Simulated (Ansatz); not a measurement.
## C2H3ClFSi: a changed input and its effect

System: C2H3ClFSi, multiplicity 2, SMILES [CH]=C[SiH](F)Cl.
Method of run A: UKS SPW92/def2-TZVPP (Ansatz 0.2.0).

The geometry comes from this level: PBE0-D4/def2-TZVP. Text and figures count atoms from 1; the logs count them from 0 in places.

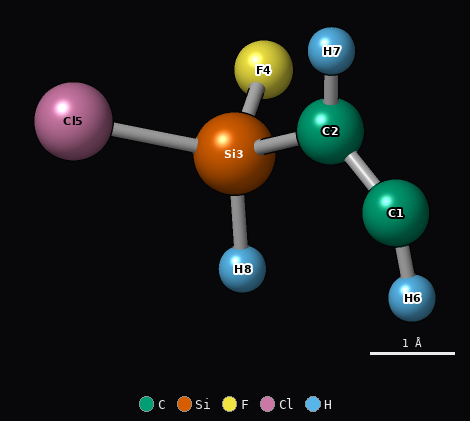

Figure 1. The input geometry (ball-and-stick view, seen at a tilt; atoms are numbered from 1 in the order of the input). Bond lengths as drawn: Cl–Si 2.04 Å, C–C 1.30 Å, C–H 1.08 to 1.09 Å, C–Si 1.85 Å, F–Si 1.59 Å and H–Si 1.47 Å.

## Input file, run A
```yaml
crystal:
  periodic: [false, false, false]
  atoms:
    - {symbol: C, position_ang: [-1.101760, -0.701317, -1.266484]}
    - {symbol: C, position_ang: [-0.005242, -0.822380, -0.570043]}
    - {symbol: Si, position_ang: [0.462688, 0.542021, 0.586642]}
    - {symbol: F, position_ang: [1.852344, 1.181748, 0.149429]}
    - {symbol: Cl, position_ang: [0.711032, -0.181824, 2.478852]}
    - {symbol: H, position_ang: [-1.894080, 0.027177, -1.379292]}
    - {symbol: H, position_ang: [0.625362, -1.708386, -0.655721]}
    - {symbol: H, position_ang: [-0.558244, 1.605762, 0.600817]}
basis:
  gaussian: {orbitals: def2-TZVPP}
magnetization: {spin_polarized: true, initial_magnetization: 1}
hamiltonian: {xc: lda}
output: {orbitals: {seedname: orbitals}}
```

Hardware: 4 CPU threads, shared host.

## Output (run A)
```
Functional definition: SPW92
  exchange = slater_x
  correlation = pw_c
1275 factors; their error is unknown
mean field evaluation 1: about -25123.7940 eV, gradient 4.7e1 eV
mean field evaluation 2: about -25096.6955 eV, gradient 8.4e1 eV
mean field evaluation 4: about -25132.8966 eV, gradient 1.5e1 eV
mean field evaluation 8: about -25134.0882 eV, gradient 1.5e-1 eV
mean field evaluation 16: about -25134.0571 eV, gradient 4.7e-3 eV
mean field -25134.05713825 eV, -923.6595633548 hartree, gradient 3.1e-5 eV, S^2 0.755657; 0 other end points of the search recorded, 0 dependent functions left out
reference -25134.05717534 eV, -923.6595647178 hartree; 28, 27 occupied and 191, 192 virtual orbitals, 1275 factors
Total energy: -25134.05717534 eV, -923.6595647178 hartree
```

The input of run B differs as follows (lines with − go, lines with + come):
```diff
-hamiltonian: {xc: lda}
+correlation: {method: ccsd_t}
+scf: {omitted_lower_state_checks: [cluster_reference]}
```

How does run B compare with run A?

The total energies belong to different methods, so their difference says nothing on which is more stable or more accurate. The HOMO goes from −5.61 to −10.77 eV. The LUMO goes from −4.10 to 2.30 eV.

## Output (run B)
```
Functional definition: HF
  exchange = exact_x
  correlation = 0
these checks for a lower state are left out or cut short: cluster_reference
1317 factors; integrals over basis functions are off by at most 8.1e-4 eV
mean field evaluation 1: about -25180.7862 eV, gradient 2.5e1 eV
mean field evaluation 2: about -25180.7935 eV, gradient 2.5e1 eV
mean field evaluation 4: about -25184.0324 eV, gradient 3.4e0 eV
mean field evaluation 8: about -25184.2321 eV, gradient 5.2e-1 eV
mean field evaluation 16: about -25184.2825 eV, gradient 1.8e-6 eV
mean field -25184.28254987 eV, -925.5053131878 hartree, gradient 5.6e-6 eV, S^2 0.916441; 0 other end points of the search recorded, 0 dependent functions left out
13 core orbitals not correlated: weight in the atoms' cores, before any rotation towards them, 1.000 or more for the frozen orbitals, at most 0.000 for the correlated occupied ones
reference -25184.28254987 eV, -925.5053131878 hartree; 15, 14 occupied and 191, 192 virtual orbitals, 1317 factors
second order -22.49533435 eV of doubles, -0.00000000 eV of singles
cycle   1  -23.09145997 eV  change   -6.0e-1 eV  update   1.1e-1
cycle   2  -23.66748483 eV  change   -5.8e-1 eV  update   4.3e-2
cycle   3  -23.86070906 eV  change   -1.9e-1 eV  update   3.1e-2
cycle   4  -23.87578168 eV  change   -1.5e-2 eV  update   1.7e-2
cycle   5  -23.88147536 eV  change   -5.7e-3 eV  update   8.1e-3
cycle   6  -23.88737814 eV  change   -5.9e-3 eV  update   2.8e-3
cycle   7  -23.88799769 eV  change   -6.2e-4 eV  update   1.2e-3
cycle   8  -23.88796856 eV  change    2.9e-5 eV  update   5.3e-4
cycle   9  -23.88819541 eV  change   -2.3e-4 eV  update   2.6e-4
cycle  10  -23.88807145 eV  change    1.2e-4 eV  update   1.3e-4
cycle  11  -23.88815481 eV  change   -8.3e-5 eV  update   5.7e-5
cycle  12  -23.88822161 eV  change   -6.7e-5 eV  update   2.1e-5
cycle  13  -23.88823875 eV  change   -1.7e-5 eV  update   8.3e-6
perturbative correction -0.95843716 eV, -0.0352219159 hartree
Total energy: -25209.12922577 eV, -926.4184116857 hartree
Checks for a lower state left out: cluster_reference
```

## The two runs side by side

| quantity | run A | run B |
| --- | --- | --- |
| outcome | converged | converged |
| total energy (hartree) | −923.659565 | −926.418412 |
| HOMO (eV) | −5.61 | −10.77 |
| LUMO (eV) | −4.10 | 2.30 |
| ⟨S²⟩ | 0.756 | 0.916 |
| basis functions | 219 | 219 |
| wall time (shared host) | 1.1 s | 3 min |

For run B: ⟨S²⟩ is 0.92 against 0.75 for a pure state: the solution is spin-contaminated.
